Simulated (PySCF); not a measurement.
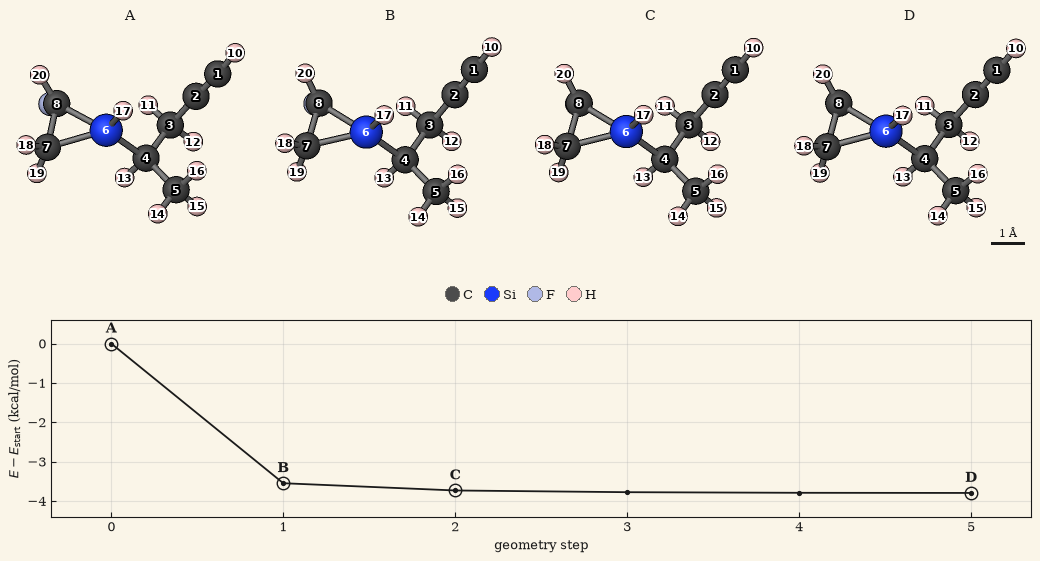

Frames of a relaxation of C₇H₁₁FSi, marked on the history of the run. The picture is a ball-and-stick view, seen at a tilt.

The start comes from GFN2-xTB. Its atoms were then displaced at random by about 0.01 Å.

Level of theory: PySCF 2.14.0, density-fitted response routines, PBE0-D3(BJ)/def2-SVP geometry optimisation, gas phase. 

Question: Describe the path.

Answer: The F atom moves most after the best rigid fit: 0.22 Å. By element the largest moves are F 0.22 Å, H 0.21 Å, C 0.14 Å, Si 0.07 Å. Among the contacts that change: C–C 1.498 → 1.541 Å, C–Si 1.926 → 1.890 Å, H–Si 1.455 → 1.485 Å, C–H 1.131 → 1.104 Å. Among the angles between lasting bonds that change: Si–C–H 120.6° → 116.3°, C–Si–H 116.6° → 120.5°, C–C–H 176.2° → 179.2°. The energy falls by 3.79 kcal/mol in 5 geometry steps. From step 0 to 1: an H atom moves most (0.21 Å), energy −3.55 kcal/mol. From step 1 to 2: H atoms move most (0.07 Å), energy −0.18 kcal/mol. From step 2 to 5: an H atom moves most (0.09 Å), energy −0.06 kcal/mol.
